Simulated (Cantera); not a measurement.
Charge: 1 mol SO2, 0.94 mol H2, equilibrated at 700 °C.

These are equilibrium values from Cantera (NASA tables, ideal gas, pure condensed phases), not measurements of a reactor. Candidate condensed phases: H2O, H2SO4, S; 19 gas species. The ideal-gas law is rough above about 30 bar. Gases not in the tables: S3 to S7. The numbers say what is thermodynamically allowed, not how fast it happens.

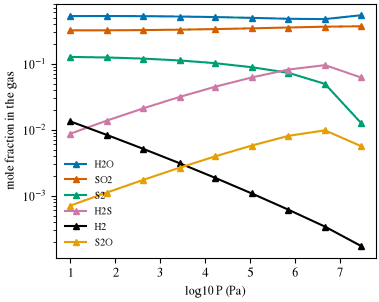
Figure. Equilibrium gas composition (values under 1e-9 drawn at 1e-9)

From 10.0 Pa to 47.0 bar nothing is condensed. At 300 bar the condensed part is S(l).
